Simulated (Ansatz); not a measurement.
Read the following structure.

```
Al N
1.0
     3.10670    0.00000    0.00000
    -1.55335    2.69048    0.00000
     0.00000    0.00000    4.97857
Al N
2 2
Direct
  0.66667 0.33333 0.49920
  0.33333 0.66667 0.99920
  0.66667 0.33333 0.88080
  0.33333 0.66667 0.38080
```

> Summarise the structure in words.

The structure is one of AlN. Symmetry: P6_3mc (No. 186), primitive hexagonal lattice. The prototype is wurtzite. The cell has 4 atoms, namely 2 Al, 2 N. The neighbours of Al are four N in a tetrahedral arrangement at 1.89 to 1.90 Å. The coordination shell of N holds four Al in a tetrahedral arrangement at 1.89 to 1.90 Å. The bonds build a three-dimensional framework.

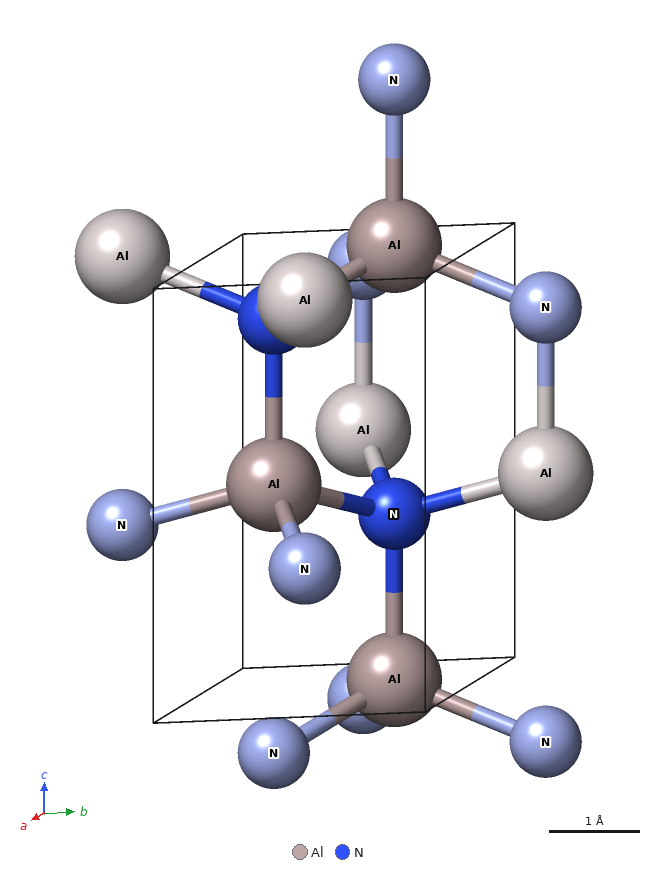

The image is a ball-and-stick drawing of a crystal, viewed slightly off an axis. Thin lines show the conventional unit cell, with boundary atoms drawn in all their periodic places. The bonded neighbours beyond the faces are included, in fainter colours. Colours: aluminium light grey, nitrogen blue.

The structure was taken from a structure listed in the Materials Project. This is the structure after a relaxation with DFT r2SCAN, scalar-relativistic, plane waves, PAW in Ansatz.
